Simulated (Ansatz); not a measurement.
# Fields on a plane of SiC (zinc blende)

```
CELL_PARAMETERS angstrom
      0.00000     2.17817     2.17817
      2.17817     0.00000     2.17817
      2.17817     2.17817     0.00000
ATOMIC_POSITIONS crystal
  C  0.75000 0.75000 0.75000
  Si 0.00000 0.00000 0.00000
```

The slice is a {100} plane (indices of the conventional cell) through the point (0.750, 0.750, 0.750) (fractional), spanned by u = [100] and v = [0 1 -1] in vectors of this cell: u (3.08 Å) and v (3.08 Å, at 90° to u). It covers one period; positions are fractions (u, v).

Atoms on it: C at (0.00, 0.00).

Calculation: r2SCAN (plane waves to 500 eV, PAW, scalar-relativistic; Ansatz, a first-principles code). k mesh 13×13×13. Inside the PAW spheres the values are not all-electron values, and peaks at nuclei hang on which shells count as valence. SiC was relaxed with its symmetry unable to fall.

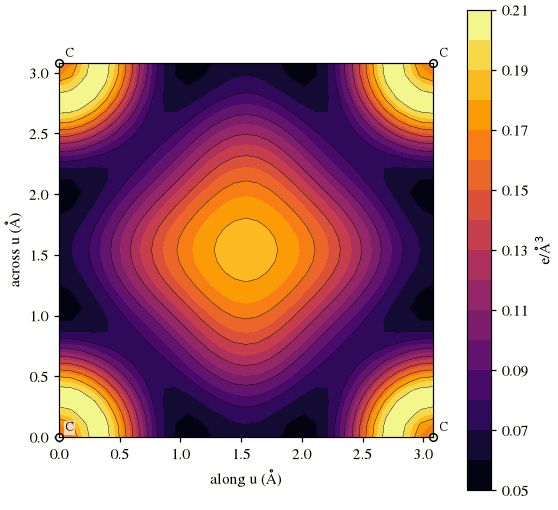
Density of the lowest conduction band (whole band as if filled, smooth part) in e/Å³, one period of the plane, atoms marked. 

```
|xxxxxxxxx133321000123331xxxxxxxx|
|xxxxxxxxx234322111233432xxxxxxxx|
|xxxxxxxx03454322222345430xxxxxxx|
|xxxxxxxx24555433333455542xxxxxxx|
|xxxxxxx1466665444445666641xxxxxx|
|xxxxxx046777665555566777640xxxxx|
|xxxxx14678887766666778887641xxxx|
|xxx024678888877777778888876420xx|
|11234678899988877788899988764321|
|33445678899998888888999988765443|
|33455678899999999999999988765543|
|33345667889999999999999887665433|
|22334567788999999999998877654332|
|11223456788999999999998876543221|
|00123456778999999999998776543211|
|00123456778999999999998776543210|
|00123456778999999999998776543211|
|11223456788999999999998876543221|
|22334567788999999999998877654332|
|33345667889999999999999887665433|
|33455678899999999999999988765543|
|33445678899998888888999988765443|
|11234678899988877788899988764321|
|xxx024678888877777778888876420xx|
|xxxxx14678887766666778887641xxxx|
|xxxxxx046777665555566777640xxxxx|
|xxxxxxx1466665444445666641xxxxxx|
|xxxxxxxx24555433333455542xxxxxxx|
|xxxxxxxx03454322222345430xxxxxxx|
|xxxxxxxxx234322111233432xxxxxxxx|
|xxxxxxxxx133321000123331xxxxxxxx|
|xxxxxxxxx133321000123331xxxxxxxx|
```
Scale: ten equal steps from 3.80 (start of '0') to 9.30 (end of '9'), in the order '0123456789'. Values: electrostatic potential energy of an electron, from the cell's mean, in eV. The map has 32 points along u (one character each, u = 0 at the left) and 32 along v (v = 0 in the bottom row). Points within 0.8 Å of a nucleus are blanked (x), as the pseudised field means little there. The zero, the cell's mean, hangs on the PAW cores.
